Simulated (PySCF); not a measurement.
## Electronic structure of C3H11N3OSi3 in real space

```yaml
atoms:
  - { symbol: C, position_ang: [-3.9800, 0.2649, 0.2279] }
  - { symbol: C, position_ang: [-2.8230, 0.1921, -0.0756] }
  - { symbol: C, position_ang: [-1.4084, 0.0964, -0.3513] }
  - { symbol: N, position_ang: [-0.8540, -1.0839, 0.3021] }
  - { symbol: Si, position_ang: [0.6778, -1.7153, -0.1356] }
  - { symbol: O, position_ang: [0.9684, -3.0593, 0.7426] }
  - { symbol: N, position_ang: [2.0485, -0.7382, 0.2732] }
  - { symbol: Si, position_ang: [2.4946, 0.8332, -0.2588] }
  - { symbol: N, position_ang: [1.0554, 1.7633, -0.5495] }
  - { symbol: Si, position_ang: [-0.5211, 1.7294, 0.1568] }
  - { symbol: H, position_ang: [-5.0014, 0.3328, 0.4576] }
  - { symbol: H, position_ang: [-1.2753, -0.0516, -1.4288] }
  - { symbol: H, position_ang: [-1.1019, -1.1012, 1.2817] }
  - { symbol: H, position_ang: [0.6059, -2.0061, -1.5677] }
  - { symbol: H, position_ang: [0.3011, -3.7374, 0.7591] }
  - { symbol: H, position_ang: [2.7779, -1.2450, 0.7460] }
  - { symbol: H, position_ang: [3.2092, 0.8439, -1.5451] }
  - { symbol: H, position_ang: [3.3140, 1.4194, 0.8116] }
  - { symbol: H, position_ang: [1.2543, 2.6150, -1.0481] }
  - { symbol: H, position_ang: [-0.5023, 1.8007, 1.6231] }
  - { symbol: H, position_ang: [-1.2487, 2.8638, -0.4216] }
```

Geometry: GFN2-xTB.

These are results of PBE0/pcSseg-1, SCF density, gas phase, non-relativistic (PySCF 2.14.0), not measurements.

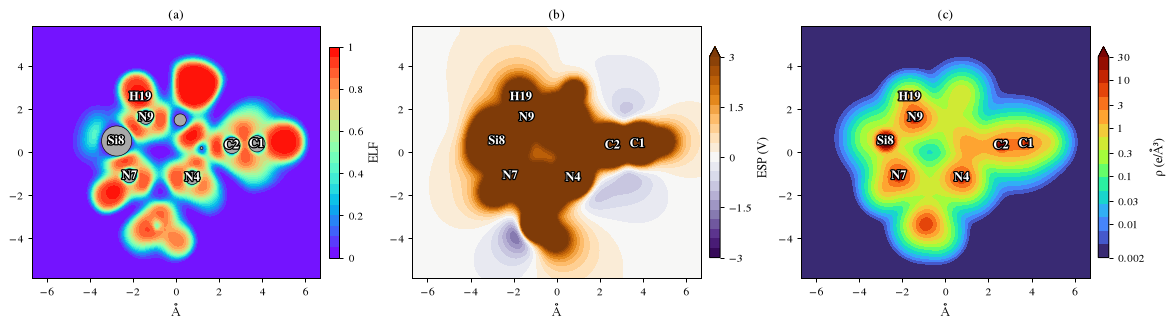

Figure 1. (a) ELF; (b) molecular electrostatic potential; (c) electron density on the plane of atoms N7, Si8 and N9. Grey discs cover the atomic cores in the ELF map.

Interpret the plot.

Answer.
- The section cuts through C, N, Si and H sites.
- C–C (1.20 Å): ρ is about 2.7 e/Å³ halfway; the ELF peaks at about 0.85 between the atoms (a short, multiple covalent bond).
- Si–N (1.72 Å): ρ at the midpoint is about 1.1 e/Å³; the ELF peaks at about 0.90 between the atoms, as expected for a polar covalent bond.
- N–H (1.01 Å): the density is about 2.8 e/Å³ at the midpoint; the ELF climbs to about 1 towards the hydrogen, as it does in any bond to H (an ordinary covalent bond to hydrogen).
- The ELF also peaks beside O6, away from the bonds: lone-pair regions.
- Outside the dense part of the molecule the potential is most negative (−1.8 V) near O6, which lies off the plane.

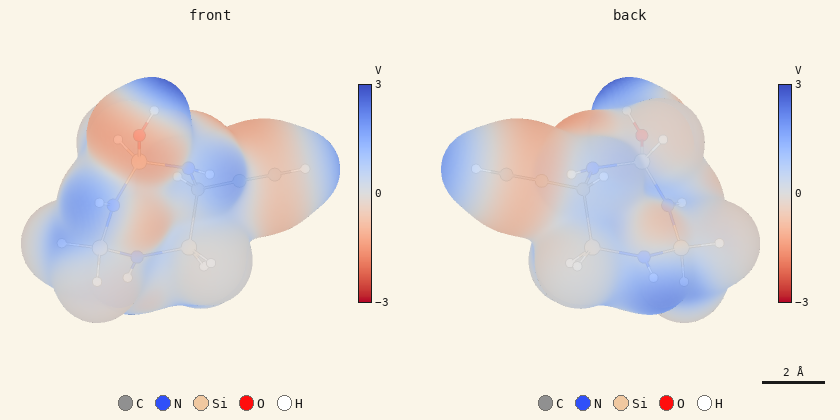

Figure 2. The molecular electrostatic potential painted on the density surface at 0.002 e/bohr³, seen from the front and from behind; red is negative and blue positive.

Describe the electrostatic potential map.

Answer. The most negative region (about −1.2 V, or −28 kcal/mol for a unit charge) lies over N4 and O6, the most positive (about +2.4 V, or +55 kcal/mol for a unit charge) over H15.

How polar is the molecule by this calculation?

Answer. Its dipole moment is 0.31 D.
